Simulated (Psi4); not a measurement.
**CH2GeN (SMILES N#[C][GeH2]): U-wB97X-V/def2-SVPD**

Aim: the energy change on altering one bond length of CH2GeN at U-wB97X-V/def2-SVPD, from 2 runs. Input form: a QCSchema input.

Program for the calculation: Psi4 1.11.

1 further run of the same task is left out (set aside as unsound or not needed).

## (1) The molecule

CH2GeN: 5 atoms, total charge 0, spin state doublet. As SMILES, `N#[C][GeH2]`. The shape is that of a PBE0-D4/def2-TZVP optimisation.

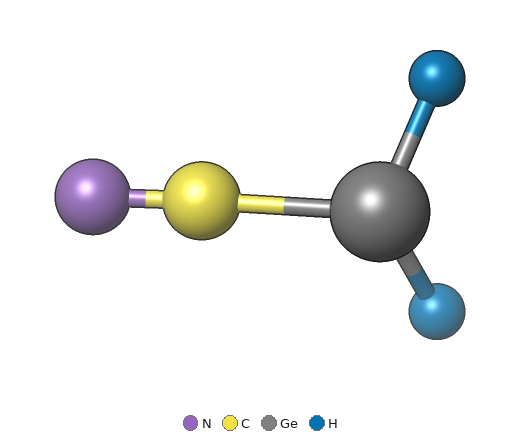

The structure, seen from a chosen angle (nitrogen purple, carbon yellow, germanium grey, hydrogen blue).

## (2) The energy at U-wB97X-V/def2-SVPD

Contents of ch2gen.json:

```json
{
  "schema_name": "qcschema_input",
  "schema_version": 1,
  "molecule": {
    "schema_name": "qcschema_molecule",
    "schema_version": 2,
    "symbols": ["N", "C", "Ge", "H", "H"],
    "geometry": [3.00598735, -1.9450951, 2.44379382, 1.58434638, -1.01270423, 1.07789978, -0.59696448, 0.45617989, -1.3985863, -3.13486667, -0.94108361, -1.31506041, -0.76401627, 3.30399716, -0.88609258],
    "molecular_charge": 0,
    "molecular_multiplicity": 2,
    "fix_symmetry": "c1"
  },
  "driver": "energy",
  "model": {
    "method": "wb97x-v",
    "basis": "def2-SVPD"
  },
  "keywords": {
    "reference": "uks",
    "puream": true,
    "e_convergence": 1e-09,
    "d_convergence": 1e-08,
    "scf_type": "pk",
    "dft_radial_points": 99,
    "dft_spherical_points": 590,
    "maxiter": 100
  }
}
```

Command:

```
$ psi4 --qcschema ch2gen.json -n 1 --memory 2200MB
```

stdout, cut to the lines that bear on the results:

```text
[...]
  Running in c1 symmetry.
[...]
  Nuclear repulsion =  137.584871333245644
[...]
  Multiplicity = 2
[...]
  Nalpha       = 24
  Nbeta        = 23
[...]
    Number of basis functions: 94
[...]
   @UKS iter   1: -2169.15004677579873   -2.75120e+00   2.52071e-02 DIIS/ADIIS
[...]
   @UKS iter  16: -2170.44661982540811   -8.64020e-12   9.08534e-09 DIIS
[...]
   @S^2 Observed:                7.536068026E-01
[...]
    Orbital Energies [Eh]
    ---------------------
    Alpha Occupied:
       1A   -398.578810     2A    -49.850152     3A    -44.376852
       4A    -44.375414     5A    -44.374584     6A    -14.436329
       7A    -10.318704     8A     -6.371262     9A     -4.548191
      10A     -4.545260    11A     -4.542305    12A     -1.374931
      13A     -1.373506    14A     -1.371635    15A     -1.369730
      16A     -1.369381    17A     -1.035171    18A     -0.747662
      19A     -0.562077    20A     -0.504902    21A     -0.481779
      22A     -0.471784    23A     -0.452623    24A     -0.341306
    Alpha Virtual:
      25A      0.052576    26A      0.065302    27A      0.069285
[...]
  @UKS Final Energy: -2170.44661982540811
   => Energetics <=
    Nuclear Repulsion Energy =            137.5848713332456441
    One-Electron Energy =               -3292.9814906931997029
    Two-Electron Energy =                1055.4158569807693766
    DFT Exchange-Correlation Energy =     -70.6607449104485710
    Empirical Dispersion Energy =           0.0000000000000000
    VV10 Nonlocal Energy =                  0.1948874642252135
    Total Energy =                      -2170.4466198254081064
[...]
 Multipole Moments:
 ------------------------------------------------------------------------------------
     Multipole            Electronic (a.u.)      Nuclear  (a.u.)        Total (a.u.)
 ------------------------------------------------------------------------------------
 L = 1.  Multiply by 2.5417464519 to convert [e a0] to [Debye]
 Dipole X            :         -2.4990667            1.5306108           -0.9684559
 Dipole Y            :          1.8546107           -1.2157286            0.6388821
 Dipole Z            :         -4.5333410            3.5658863           -0.9674547
 Magnitude           :                                                    1.5106441
[...]
```

The result, in JSON:

```text
{
 "driver": "energy",
 "model": {
  "method": "wb97x-v",
  "basis": "def2-SVPD"
 },
 "success": true,
 "return_result": -2170.446619825408,
 "properties": {
  "calcinfo_nbasis": 94,
  "calcinfo_nmo": 94,
  "calcinfo_nalpha": 24,
  "calcinfo_nbeta": 23,
  "calcinfo_natom": 5,
  "nuclear_repulsion_energy": 137.58487133324564,
  "return_energy": -2170.446619825408,
  "scf_one_electron_energy": -3292.9814906931997,
  "scf_two_electron_energy": 1055.4158569807694,
  "scf_vv10_energy": 0.19488746422521347,
  "scf_xc_energy": -70.66074491044857,
  "scf_dipole_moment": [-0.9684558505547229, 0.6388821091327466, -0.9674546572781897],
  "scf_total_energy": -2170.446619825408,
  "scf_iterations": 16
 }
}
```

It took 2.9 min on 1 thread of Intel Xeon at 2.50GHz (Skylake/Cascade Lake), shared host; peak memory 1.1 GiB.

## (3) The distorted shape, same level

Contents of input.json:

```json
{
 "schema_name": "qcschema_input",
 "schema_version": 1,
 "molecule": {
  "schema_name": "qcschema_molecule",
  "schema_version": 2,
  "symbols": ["N", "C", "Ge", "H", "H"],
  "geometry": [4.27495734, -1.2464539, 2.40203088, 2.85331637, -0.31406303, 1.03613683, 0.67200551, 1.15482108, -1.44034925, -3.13486667, -0.94108361, -1.31506041, 0.50495372, 4.00263835, -0.92785553],
  "molecular_charge": 0,
  "molecular_multiplicity": 2,
  "fix_symmetry": "c1",
  "fix_com": true,
  "fix_orientation": true
 },
 "driver": "energy",
 "model": {
  "method": "wb97x-v",
  "basis": "def2-SVPD"
 },
 "keywords": {
  "reference": "uks",
  "puream": true,
  "e_convergence": 1e-09,
  "d_convergence": 1e-08,
  "scf_type": "pk",
  "dft_radial_points": 99,
  "dft_spherical_points": 590,
  "maxiter": 100
 }
}
```

Command:

```
$ psi4 --qcschema input.json -n 1 --memory 2200MB
```

stdout, cut to the lines that bear on the results:

```text
[...]
  Running in c1 symmetry.
[...]
  Nuclear repulsion =  133.537571411681768
[...]
  Multiplicity = 2
[...]
  Nalpha       = 24
  Nbeta        = 23
[...]
    Number of basis functions: 94
[...]
   @UKS iter   1: -2168.90645939334763   -2.78929e+00   2.53784e-02 DIIS/ADIIS
[...]
   @UKS iter  20: -2170.37437256388012   -7.73070e-12   5.94640e-09 DIIS
[...]
   @S^2 Observed:                8.105370980E-01
[...]
    Orbital Energies [Eh]
    ---------------------
    Alpha Occupied:
       1A   -398.594815     2A    -49.865271     3A    -44.392123
       4A    -44.390247     5A    -44.389545     6A    -14.445818
       7A    -10.325186     8A     -6.386247     9A     -4.564310
      10A     -4.559146    11A     -4.556414    12A     -1.389764
      13A     -1.387724    14A     -1.385319    15A     -1.384189
      16A     -1.381824    17A     -1.043051    18A     -0.738932
      19A     -0.557831    20A     -0.492200    21A     -0.480644
      22A     -0.476507    23A     -0.430128    24A     -0.348283
    Alpha Virtual:
      25A     -0.031616    26A      0.058971    27A      0.069820
[...]
  @UKS Final Energy: -2170.37437256388012
   => Energetics <=
    Nuclear Repulsion Energy =            133.5375714116817676
    One-Electron Energy =               -3284.4158205883700248
    Two-Electron Energy =                1050.9003983586110280
    DFT Exchange-Correlation Energy =     -70.5917159558633642
    Empirical Dispersion Energy =           0.0000000000000000
    VV10 Nonlocal Energy =                  0.1951942100607262
    Total Energy =                      -2170.3743725638796604
[...]
 Multipole Moments:
 ------------------------------------------------------------------------------------
     Multipole            Electronic (a.u.)      Nuclear  (a.u.)        Total (a.u.)
 ------------------------------------------------------------------------------------
 L = 1.  Multiply by 2.5417464519 to convert [e a0] to [Debye]
 Dipole X            :        -66.5044176           65.9188630           -0.5855546
 Dipole Y            :        -28.6038493           29.4062738            0.8024245
 Dipole Z            :         24.4532870          -25.3030548           -0.8497678
 Magnitude           :                                                    1.3072355
[...]
```

The result, in JSON:

```text
{
 "driver": "energy",
 "model": {
  "method": "wb97x-v",
  "basis": "def2-SVPD"
 },
 "success": true,
 "return_result": -2170.37437256388,
 "properties": {
  "calcinfo_nbasis": 94,
  "calcinfo_nmo": 94,
  "calcinfo_nalpha": 24,
  "calcinfo_nbeta": 23,
  "calcinfo_natom": 5,
  "nuclear_repulsion_energy": 133.53757141168177,
  "return_energy": -2170.37437256388,
  "scf_one_electron_energy": -3284.41582058837,
  "scf_two_electron_energy": 1050.900398358611,
  "scf_vv10_energy": 0.1951942100607262,
  "scf_xc_energy": -70.59171595586336,
  "scf_dipole_moment": [-0.5855546016478428, 0.802424537787406, -0.8497678421565134],
  "scf_total_energy": -2170.37437256388,
  "scf_iterations": 20
 }
}
```

Run time: 3.5 min. Hardware: 1 thread of Intel Xeon at 2.50GHz (Skylake/Cascade Lake), shared host; peak memory 1.1 GiB.

## (4) Results

At U-wB97X-V/def2-SVPD:

```
                                                          quantity           value
                                         first shape: total energy  -2170.44662 Eh
                                        first shape: dipole moment          3.84 D
                   first shape: HOMO energy (highest over α and β)        -9.29 eV
                    first shape: LUMO energy (lowest over α and β)        -1.86 eV
                                                 first shape: ⟨S²⟩           0.754
                                     distorted shape: total energy  -2170.37437 Eh
                                    distorted shape: dipole moment          3.32 D
               distorted shape: HOMO energy (highest over α and β)        -9.48 eV
                distorted shape: LUMO energy (lowest over α and β)        -2.26 eV
                                             distorted shape: ⟨S²⟩           0.811
energy change with the Ge3–H4 bond stretched from 1.534 to 2.301 Å        1.966 eV
```

In words: With the Ge3–H4 bond stretched from 1.534 to 2.301 Å the energy rises by 1.97 eV (190 kJ/mol). The first shape isn't relaxed at this level, so the change isn't measured from a minimum.
